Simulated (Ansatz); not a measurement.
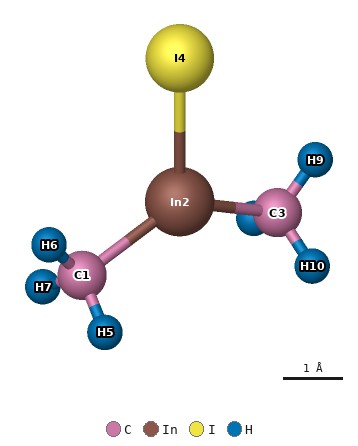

*The structure as given in the input (ball-and-stick view, seen at a tilt; atoms are numbered from 1 in the order of the input). Sticks mark near contacts.*

Bond lengths as drawn: C–H 1.11 Å, C–In 2.17 Å and I–In 2.74 Å.

Geometry relaxation of C2H6IIn (part 1 of 2)

System: C2H6IIn, SMILES [CH3][In]([CH3])[I].
Method: RKS PBE0-D4/def2-TZVP (Ansatz 0.2.0).

The geometry: PBE-D4/def2-SVP start. Figures and captions count atoms from 1; the log counts them from 0 in places.

Input
```yaml
crystal:
  periodic: [false, false, false]
  atoms:
    - {symbol: C, position_ang: [-0.665131, 1.831974, -0.603991]}
    - {symbol: In, position_ang: [-0.211690, -0.272269, -0.300642]}
    - {symbol: C, position_ang: [1.022181, -1.432722, 1.061857]}
    - {symbol: I, position_ang: [-1.527848, -1.871778, -2.099896]}
    - {symbol: H, position_ang: [0.274992, 2.399324, -0.751615]}
    - {symbol: H, position_ang: [-1.317825, 1.943530, -1.489661]}
    - {symbol: H, position_ang: [-1.180708, 2.224749, 0.294618]}
    - {symbol: H, position_ang: [0.636211, -1.310032, 2.093163]}
    - {symbol: H, position_ang: [0.986577, -2.499531, 0.772919]}
    - {symbol: H, position_ang: [2.066441, -1.064345, 1.026248]}
basis:
  gaussian: {orbitals: def2-TZVP}
hamiltonian: {xc: pbe0, dispersion: d4}
relax: {f_tol: 0.005, max_steps: 150}
```

Hardware: 4 threads of AMD EPYC, 23 GiB of memory available, shared host.

Run as:
```bash
ansatz run in.yaml --threads 4 --pin off --events-out ev --progress --plain --max-ram 10444MiB
```

What the program printed
```
Functional definition: PBE0
  name "PBE0"
  cite "Adamo & Barone, J. Chem. Phys. 110, 6158 (1999) doi:10.1063/1.478522"
  cite "Perdew, Burke & Ernzerhof, Phys. Rev. Lett. 77, 3865 (1996) doi:10.1103/PhysRevLett.77.3865"
  parent pbe
  parameter a = 0.25
  parameter kappa = 0.804
  parameter beta = 0.06672455060314922
  exchange = (1 - a)*pbe_x(kappa = kappa, mu = beta*pi^2/3) + a*exact_x
  correlation = pbe_c(beta = beta)
1523 factors; their error is unknown
mean field evaluation 1: about -15434.7372 eV, gradient 7.1e1 eV
mean field evaluation 2: about -15427.7319 eV, gradient 8.2e1 eV
mean field evaluation 4: about -15446.5512 eV, gradient 3.6e0 eV
mean field evaluation 8: about -15446.5771 eV, gradient 5.5e-2 eV
mean field evaluation 16: about -15446.8843 eV, gradient 1.3e-4 eV
mean field -15446.88433118 eV, -567.6625288968 hartree, gradient 5.3e-5 eV, S^2 0.000000; 0 other end points of the search recorded, 0 dependent functions left out
the calculation of the forces begins
reference -15446.88436693 eV, -567.6625302103 hartree; 32, 32 occupied and 166, 166 virtual orbitals, 1523 factors
relax step   1: F+E_penalty+E_count = -15447.05606306 eV  Δ(F+E_penalty+E_count) = +0.000e0 eV  max|allowed force component| = 5.592e-1 eV/Å  Δτ_max = 0.0000 Å  (28 SCF iters, accepted)
these checks for a lower state are left out or cut short: starts, cluster_reference, orbital_swaps, neighbouring_geometries, increment
1523 factors; their error is unknown
mean field -15446.92600714 eV, -567.6640604598 hartree, gradient 8.7e-6 eV, S^2 0.000000; 0 other end points of the search recorded, 0 dependent functions left out
[... from here on the field's lines of each further geometry are left out, up to the last ...]
relax step   2: F+E_penalty+E_count = -15447.10080348 eV  Δ(F+E_penalty+E_count) = -4.474e-2 eV  max|allowed force component| = 1.620e-1 eV/Å  Δτ_max = 0.0643 Å  (31 SCF iters, accepted)
relax step   3: F+E_penalty+E_count = -15447.10429334 eV  Δ(F+E_penalty+E_count) = -3.490e-3 eV  max|allowed force component| = 4.430e-2 eV/Å  Δτ_max = 0.0355 Å  (30 SCF iters, accepted)
relax step   4: F+E_penalty+E_count = -15447.10508579 eV  Δ(F+E_penalty+E_count) = -7.924e-4 eV  max|allowed force component| = 6.291e-2 eV/Å  Δτ_max = 0.0128 Å  (31 SCF iters, accepted)
relax step   5: F+E_penalty+E_count = -15447.10530709 eV  Δ(F+E_penalty+E_count) = -2.213e-4 eV  max|allowed force component| = 9.164e-3 eV/Å  Δτ_max = 0.0073 Å  (32 SCF iters, accepted)
relax step   6: F+E_penalty+E_count = -15447.10534385 eV  Δ(F+E_penalty+E_count) = -3.677e-5 eV  max|allowed force component| = 3.906e-3 eV/Å  Δτ_max = 0.0079 Å  (31 SCF iters, accepted)
relax step   7: F+E_penalty+E_count = -15447.10541159 eV  Δ(F+E_penalty+E_count) = -6.774e-5 eV  max|allowed force component| = 4.081e-2 eV/Å  Δτ_max = 0.0623 Å  (30 SCF iters, accepted)
relax step   8: F+E_penalty+E_count = -15447.10553863 eV  Δ(F+E_penalty+E_count) = -1.270e-4 eV  max|allowed force component| = 2.098e-2 eV/Å  Δτ_max = 0.0037 Å  (32 SCF iters, accepted)
relax step   9: F+E_penalty+E_count = -15447.10566764 eV  Δ(F+E_penalty+E_count) = -1.290e-4 eV  max|allowed force component| = 1.182e-3 eV/Å  Δτ_max = 0.0145 Å  (32 SCF iters, accepted)
relax step  10: F+E_penalty+E_count = -15447.10602209 eV  Δ(F+E_penalty+E_count) = -3.544e-4 eV  max|allowed force component| = 3.330e-2 eV/Å  Δτ_max = 0.0794 Å  (30 SCF iters, accepted)
relax step  11: F+E_penalty+E_count = -15447.09601822 eV  Δ(F+E_penalty+E_count) = +1.000e-2 eV  max|allowed force component| = 3.798e-1 eV/Å  Δτ_max = 0.1949 Å  (29 SCF iters, rejected (line search))
relax step  12: F+E_penalty+E_count = -15447.10438345 eV  Δ(F+E_penalty+E_count) = +1.639e-3 eV  max|allowed force component| = 9.464e-2 eV/Å  Δτ_max = 0.0383 Å  (30 SCF iters, rejected (line search))
relax step  13: F+E_penalty+E_count = -15447.10634092 eV  Δ(F+E_penalty+E_count) = -3.188e-4 eV  max|allowed force component| = 7.055e-3 eV/Å  Δτ_max = 0.0191 Å  (31 SCF iters, accepted)
relax step  14: F+E_penalty+E_count = -15447.10666800 eV  Δ(F+E_penalty+E_count) = -3.271e-4 eV  max|allowed force component| = 9.154e-3 eV/Å  Δτ_max = 0.0408 Å  (31 SCF iters, accepted)
relax step  15: F+E_penalty+E_count = -15447.10563361 eV  Δ(F+E_penalty+E_count) = +1.034e-3 eV  max|allowed force component| = 1.464e-1 eV/Å  Δτ_max = 0.1464 Å  (30 SCF iters, rejected (line search))
relax step  16: F+E_penalty+E_count = -15447.10511464 eV  Δ(F+E_penalty+E_count) = +1.553e-3 eV  max|allowed force component| = 9.459e-2 eV/Å  Δτ_max = 0.0253 Å  (31 SCF iters, rejected (line search))
relax step  17: F+E_penalty+E_count = -15447.10679940 eV  Δ(F+E_penalty+E_count) = -1.314e-4 eV  max|allowed force component| = 4.723e-3 eV/Å  Δτ_max = 0.0126 Å  (32 SCF iters, accepted)
relax step  18: F+E_penalty+E_count = -15447.10737042 eV  Δ(F+E_penalty+E_count) = -5.710e-4 eV  max|allowed force component| = 4.594e-2 eV/Å  Δτ_max = 0.0734 Å  (30 SCF iters, accepted)
relax step  19: F+E_penalty+E_count = -15447.10755266 eV  Δ(F+E_penalty+E_count) = -1.822e-4 eV  max|allowed force component| = 6.363e-2 eV/Å  Δτ_max = 0.0346 Å  (31 SCF iters, accepted)
relax step  20: F+E_penalty+E_count = -15447.10794287 eV  Δ(F+E_penalty+E_count) = -3.902e-4 eV  max|allowed force component| = 5.774e-2 eV/Å  Δτ_max = 0.0296 Å  (31 SCF iters, accepted)
relax step  21: F+E_penalty+E_count = -15447.10868160 eV  Δ(F+E_penalty+E_count) = -7.387e-4 eV  max|allowed force component| = 7.955e-2 eV/Å  Δτ_max = 0.0909 Å  (30 SCF iters, accepted)
relax step  22: F+E_penalty+E_count = -15447.10913246 eV  Δ(F+E_penalty+E_count) = -4.509e-4 eV  max|allowed force component| = 7.675e-2 eV/Å  Δτ_max = 0.0360 Å  (31 SCF iters, accepted)
relax step  23: F+E_penalty+E_count = -15447.10898809 eV  Δ(F+E_penalty+E_count) = +1.444e-4 eV  max|allowed force component| = 1.271e-1 eV/Å  Δτ_max = 0.1008 Å  (30 SCF iters, rejected (line search))
relax step  24: F+E_penalty+E_count = -15447.11011355 eV  Δ(F+E_penalty+E_count) = -9.811e-4 eV  max|allowed force component| = 3.254e-2 eV/Å  Δτ_max = 0.0492 Å  (30 SCF iters, accepted)
relax step  25: F+E_penalty+E_count = -15447.10904539 eV  Δ(F+E_penalty+E_count) = +1.068e-3 eV  max|allowed force component| = 1.062e-1 eV/Å  Δτ_max = 0.0851 Å  (30 SCF iters, rejected (line search))
relax step  26: F+E_penalty+E_count = -15447.11067890 eV  Δ(F+E_penalty+E_count) = -5.653e-4 eV  max|allowed force component| = 2.848e-2 eV/Å  Δτ_max = 0.0416 Å  (31 SCF iters, accepted)
relax step  27: F+E_penalty+E_count = -15447.11076252 eV  Δ(F+E_penalty+E_count) = -8.361e-5 eV  max|allowed force component| = 8.146e-2 eV/Å  Δτ_max = 0.0488 Å  (30 SCF iters, accepted)
relax step  28: F+E_penalty+E_count = -15447.11141736 eV  Δ(F+E_penalty+E_count) = -6.548e-4 eV  max|allowed force component| = 7.641e-2 eV/Å  Δτ_max = 0.0743 Å  (30 SCF iters, accepted)
relax step  29: F+E_penalty+E_count = -15447.11200930 eV  Δ(F+E_penalty+E_count) = -5.919e-4 eV  max|allowed force component| = 2.759e-2 eV/Å  Δτ_max = 0.0124 Å  (32 SCF iters, accepted)
the calculation of the forces begins
reference -15446.93754320 eV, -567.6644844021 hartree; 32, 32 occupied and 166, 166 virtual orbitals, 1523 factors
relax step  30: F+E_penalty+E_count = -15447.11228403 eV  Δ(F+E_penalty+E_count) = -2.747e-4 eV  max|allowed force component| = 3.115e-3 eV/Å  Δτ_max = 0.0222 Å  (31 SCF iters, accepted)
1523 factors; their error is unknown
mean field evaluation 224: about -15446.9371 eV, gradient 7.8e-1 eV
```

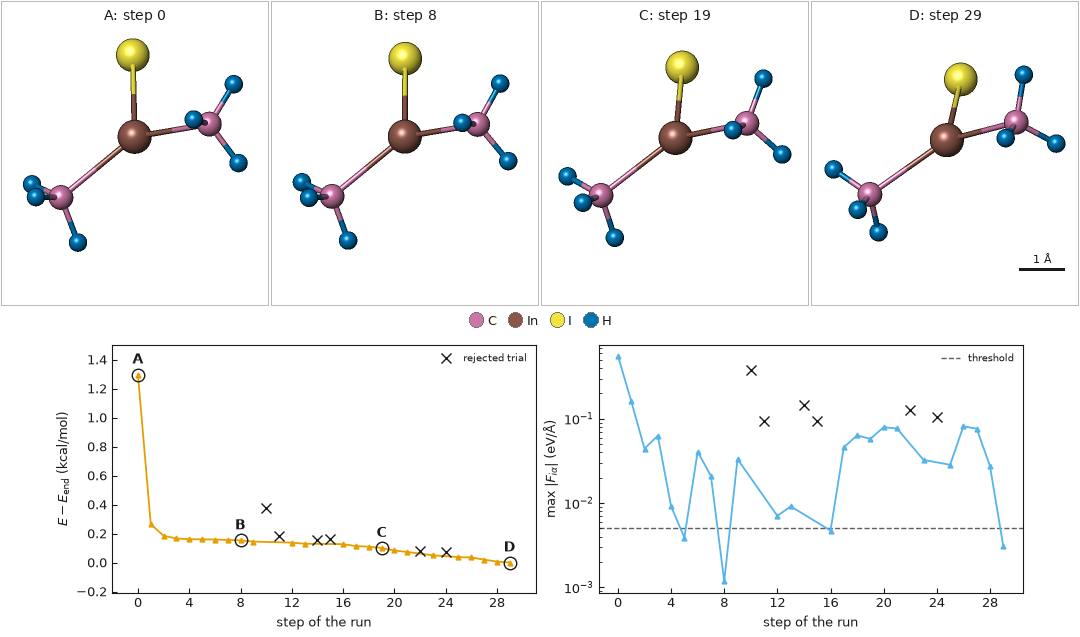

*Frames of the relaxation (ball-and-stick view, seen at a tilt) above the curves, on which the letters mark them (the first geometry is step 0 here and step 1 in the log).*

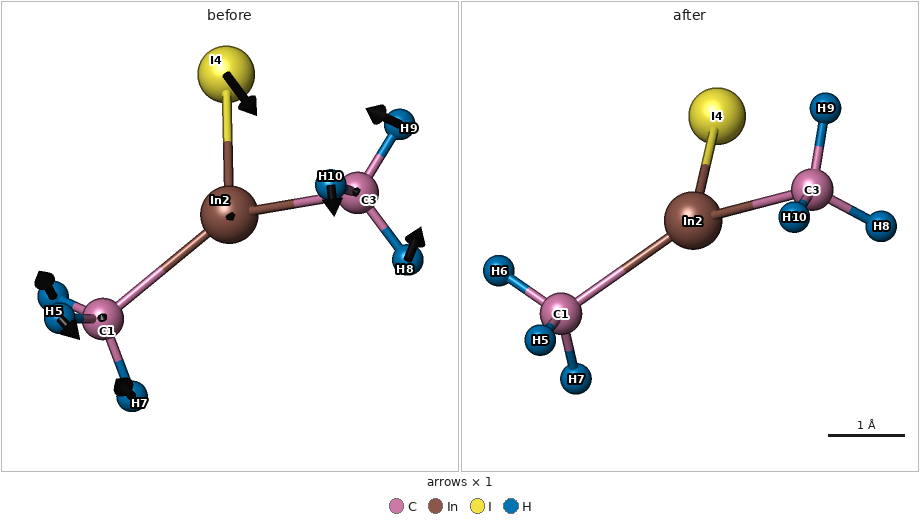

*Before (left) and after (right) the relaxation, at one scale (ball-and-stick view, seen at a tilt). The black arrows give the displacements, at true length.*

Over 29 geometry steps the energy falls by 1.30 kcal/mol. Largest force component: 0.56 eV/Å at the start, 0.0031 eV/Å at the end. The line search rejected the trial steps at points 10, 11, 14, 15, 22, 24 (counted from 0) and went back. The largest move after the best rigid fit is that of I4, 0.75 Å. Largest moves by element: I 0.75 Å, H 0.62 Å, In 0.10 Å, C 0.09 Å. Among the contacts that change: In2–I4 2.744 → 2.705 Å, C1–In2 2.174 → 2.139 Å, C1–H5 1.108 → 1.090 Å. (Atoms are counted from 1 in the order of the input.)

```
mean field -15446.93750756 eV, -567.6644830926 hartree, gradient 8.3e-6 eV, S^2 0.000000; 1 other end points of the search recorded, 0 dependent functions left out
the calculation of the forces begins
reference -15446.93754320 eV, -567.6644844021 hartree; 32, 32 occupied and 166, 166 virtual orbitals, 1523 factors
Total energy: -15447.11231966 eV, -567.6709073187 hartree
Atom 0 at    -0.587474     1.811348    -0.653023 Å, force    -0.000551    -0.000148     0.000470 eV/Å
Atom 1 at    -0.265711    -0.259185    -0.220933 Å, force     0.000289    -0.000273     0.000051 eV/Å
Atom 2 at     1.073365    -1.406116     0.990946 Å, force    -0.000354     0.000783    -0.000486 eV/Å
Atom 3 at    -2.029850    -1.840449    -1.526763 Å, force    -0.000858     0.001524     0.001947 eV/Å
Atom 4 at     0.261594     2.422621    -0.347810 Å, force     0.001616     0.000392     0.001876 eV/Å
Atom 5 at    -0.763206     1.926955    -1.722522 Å, force     0.000151    -0.001124     0.000160 eV/Å
Atom 6 at    -1.479585     2.144717    -0.119682 Å, force    -0.000782    -0.001286    -0.003115 eV/Å
Atom 7 at     0.525224    -1.782156     1.856617 Å, force    -0.000317    -0.001684    -0.001378 eV/Å
Atom 8 at     1.429842    -2.259263     0.413599 Å, force     0.000269     0.000639    -0.000747 eV/Å
Atom 9 at     1.919002    -0.809572     1.332571 Å, force     0.000537     0.001177     0.001221 eV/Å
Dipole moment:     0.480022     0.432979     0.360311 e Å
```

Trajectory as extended XYZ (Å, eV, eV/Å), 30 frames, from step=1 to step=30
```
10
Properties=species:S:1:pos:R:3:forces:R:3 step=1 energy=-15447.05606
C    -0.6651    1.8320   -0.6040   -0.0147   0.1176   0.0096
In   -0.2117   -0.2723   -0.3006   -0.0136  -0.0399  -0.0620
C     1.0222   -1.4327    1.0619    0.0664  -0.0385   0.0912
I    -1.5278   -1.8718   -2.0999    0.1429   0.1774   0.2015
H     0.2750    2.3993   -0.7516   -0.4787  -0.2671   0.0725
H    -1.3178    1.9435   -1.4897    0.3407  -0.0682   0.4611
H    -1.1807    2.2247    0.2946    0.2498  -0.1648  -0.4535
H     0.6362   -1.3100    2.0932    0.2109  -0.0791  -0.4941
H     0.9866   -2.4995    0.7729    0.0119   0.5592   0.1420
H     2.0664   -1.0643    1.0262   -0.5154  -0.1966   0.0317
10
Properties=species:S:1:pos:R:3:forces:R:3 step=2 energy=-15447.10080
C    -0.6491    1.7969   -0.5857   -0.0580   0.1620  -0.0687
In   -0.2096   -0.2730   -0.3038   -0.0056   0.0220   0.0474
C     1.0028   -1.3984    1.0454    0.0953  -0.1363   0.0825
I    -1.5098   -1.8467   -2.0703   -0.0148  -0.0202  -0.0241
H     0.2755    2.3647   -0.7369   -0.1324  -0.0671   0.0166
H    -1.2903    1.8915   -1.4659    0.0816   0.0586   0.1216
H    -1.1667    2.2012    0.2917    0.0735  -0.0652  -0.1259
H     0.6306   -1.2955    2.0710    0.0476  -0.0132  -0.1525
H     0.9609   -2.4482    0.7437    0.0507   0.1176   0.0933
H     2.0388   -1.0436    1.0137   -0.1379  -0.0580   0.0097
10
Properties=species:S:1:pos:R:3:forces:R:3 step=3 energy=-15447.10429
C    -0.6534    1.7985   -0.5945   -0.0012   0.0397   0.0116
In   -0.2121   -0.2735   -0.3024   -0.0062  -0.0264  -0.0443
C     1.0039   -1.4080    1.0419    0.0227  -0.0058   0.0345
I    -1.5114   -1.8478   -2.0705   -0.0238  -0.0257  -0.0268
H     0.2707    2.3608   -0.7360    0.0102   0.0104   0.0025
H    -1.2947    1.9259   -1.4655    0.0110  -0.0393   0.0119
H    -1.1607    2.1896    0.2889   -0.0068   0.0182   0.0077
H     0.6269   -1.2901    2.0591    0.0052  -0.0053   0.0196
H     0.9821   -2.4622    0.7687   -0.0240   0.0293  -0.0223
H     2.0320   -1.0444    1.0133    0.0129   0.0050   0.0056
10
Properties=species:S:1:pos:R:3:forces:R:3 step=4 energy=-15447.10509
C    -0.6514    1.8021   -0.5921    0.0143  -0.0629   0.0094
In   -0.2130   -0.2757   -0.3057    0.0063   0.0056   0.0059
C     1.0069   -1.4061    1.0454   -0.0366   0.0355  -0.0407
I    -1.5201   -1.8520   -2.0710   -0.0039  -0.0040  -0.0035
H     0.2736    2.3628   -0.7316    0.0066   0.0184  -0.0052
H    -1.2885    1.9151   -1.4671   -0.0060   0.0168  -0.0070
H    -1.1644    2.1924    0.2880   -0.0108   0.0170   0.0069
H     0.6264   -1.2946    2.0617    0.0018  -0.0080   0.0194
H     0.9799   -2.4554    0.7580    0.0098  -0.0140   0.0083
H     2.0337   -1.0398    1.0174    0.0185  -0.0044   0.0065
10
Properties=species:S:1:pos:R:3:forces:R:3 step=5 energy=-15447.10531
C    -0.6498    1.7994   -0.5917    0.0006   0.0025  -0.0015
In   -0.2141   -0.2771   -0.3073   -0.0073  -0.0080  -0.0092
C     1.0059   -1.4040    1.0433    0.0027  -0.0014   0.0006
I    -1.5266   -1.8549   -2.0694    0.0038   0.0052   0.0064
H     0.2747    2.3628   -0.7277    0.0018   0.0007   0.0009
H    -1.2841    1.9185   -1.4684   -0.0012   0.0012  -0.0019
H    -1.1661    2.1915    0.2863   -0.0013   0.0007   0.0019
H     0.6247   -1.2972    2.0604   -0.0011   0.0001   0.0023
H     0.9858   -2.4542    0.7575    0.0006  -0.0025  -0.0002
H     2.0329   -1.0360    1.0200    0.0015   0.0016   0.0006
10
Properties=species:S:1:pos:R:3:forces:R:3 step=6 energy=-15447.10534
C    -0.6488    1.7993   -0.5924   -0.0007   0.0001   0.0001
In   -0.2154   -0.2779   -0.3077   -0.0028  -0.0034  -0.0039
C     1.0067   -1.4037    1.0425   -0.0005  -0.0005   0.0004
I    -1.5329   -1.8558   -2.0647    0.0008   0.0017   0.0025
H     0.2765    2.3626   -0.7230    0.0009   0.0008   0.0004
H    -1.2793    1.9199   -1.4717    0.0007   0.0006   0.0000
H    -1.1693    2.1902    0.2839   -0.0004   0.0002  -0.0003
H     0.6222   -1.3011    2.0589    0.0000  -0.0006   0.0001
H     0.9915   -2.4534    0.7542    0.0009   0.0004   0.0001
H     2.0320   -1.0312    1.0229    0.0010   0.0006   0.0006
10
Properties=species:S:1:pos:R:3:forces:R:3 step=7 energy=-15447.10541
C    -0.6414    1.7984   -0.5968   -0.0042   0.0145  -0.0013
In   -0.2234   -0.2832   -0.3102    0.0116   0.0145   0.0186
C     1.0120   -1.4013    1.0366    0.0105  -0.0105   0.0138
I    -1.5828   -1.8633   -2.0281   -0.0082  -0.0088  -0.0091
H     0.2897    2.3617   -0.6869   -0.0281  -0.0130   0.0006
H    -1.2408    1.9291   -1.4974    0.0210  -0.0043   0.0276
H    -1.1941    2.1810    0.2645    0.0145  -0.0093  -0.0269
H     0.6029   -1.3323    2.0476    0.0158  -0.0058  -0.0357
H     1.0352   -2.4462    0.7275    0.0012   0.0408   0.0110
H     2.0258   -0.9950    1.0462   -0.0340  -0.0182   0.0014
10
Properties=species:S:1:pos:R:3:forces:R:3 step=8 energy=-15447.10554
C    -0.6420    1.7987   -0.5967   -0.0025   0.0108  -0.0004
In   -0.2232   -0.2815   -0.3069    0.0087   0.0080   0.0073
C     1.0119   -1.4017    1.0372    0.0076  -0.0067   0.0096
I    -1.5799   -1.8617   -2.0287   -0.0048  -0.0044  -0.0034
H     0.2881    2.3626   -0.6893   -0.0151  -0.0085   0.0011
H    -1.2417    1.9266   -1.4970    0.0105  -0.0023   0.0144
H    -1.1942    2.1834    0.2634    0.0071  -0.0053  -0.0150
H     0.6051   -1.3339    2.0486    0.0079  -0.0039  -0.0197
H     1.0329   -2.4456    0.7265    0.0004   0.0210   0.0060
H     2.0262   -0.9980    1.0459   -0.0198  -0.0087   0.0001
```
